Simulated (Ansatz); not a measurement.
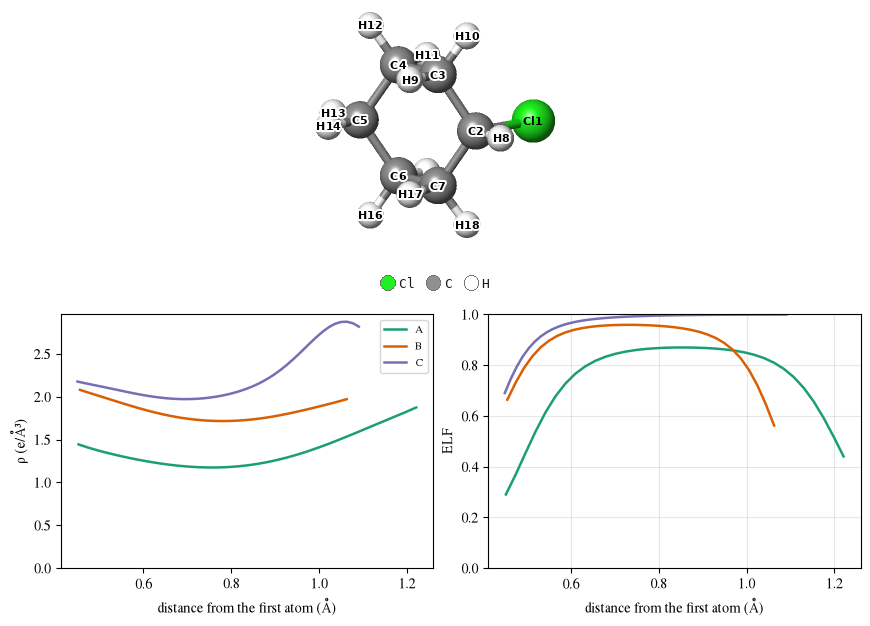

Figure 1: C6H11Cl (SMILES ClC1CCCCC1). Total electron density and electron localisation function along straight lines between neighbouring atoms. The curves leave out the atomic cores. The structure is drawn too.

Geometry: PBE0-D4/def2-TZVP.

Level of theory: RKS PBE0-D4/def2-TZVPP (Ansatz 0.2.0).

```xyz
18

Cl   -0.6800   -2.4811    0.3317
C     0.3000   -1.0840    0.9301
C     1.3014   -0.6641   -0.1306
C     0.6388    0.0014   -1.3277
C    -0.2433    1.1650   -0.8955
C    -1.2780    0.7216    0.1300
C    -0.6180    0.0571    1.3291
H     0.8157   -1.4814    1.8045
H     1.9885    0.0465    0.3474
H     1.8981   -1.5256   -0.4384
H     0.0328   -0.7392   -1.8597
H     1.4061    0.3418   -2.0285
H    -0.7381    1.6074   -1.7647
H     0.3845    1.9530   -0.4593
H    -1.9733    0.0146   -0.3341
H    -1.8743    1.5743    0.4662
H     0.0032    0.7924    1.8572
H    -1.3642   -0.3000    2.0424
```

### Which curve belongs to which contact (C–C, C–Cl and C–H)? The first atom named is at distance zero.

Curve A: C–Cl (1.81 Å): ρ at the midpoint is about 1.3 e/Å³; the ELF peaks at about 0.85 between the atoms (a shared electron pair). Curve B: C–C (1.52 Å): ρ is about 1.7 e/Å³ halfway; the ELF peaks at about 0.95 between the atoms: a shared electron pair. Curve C: C–H (1.09 Å): the density is about 2.1 e/Å³ at the midpoint; the ELF climbs to about 1 towards the hydrogen, as it does in any bond to H; a covalent bond by its length.
